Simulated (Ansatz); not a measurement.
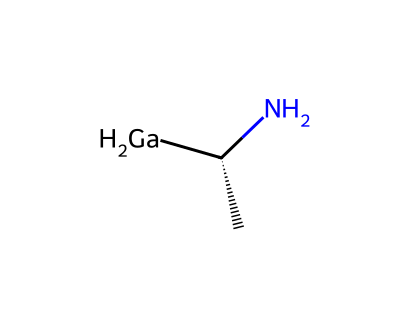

Figure made from data computed with Ansatz.

2D structure.

**Transcribe the drawing into SMILES.**

C[C@@H](N)[GaH2]

**Give the formula, hydrogens included.**

C2H8GaN.

**An optimisation with PBE0-D4/def2-TZVP gave a structure of which point group?**

C1.
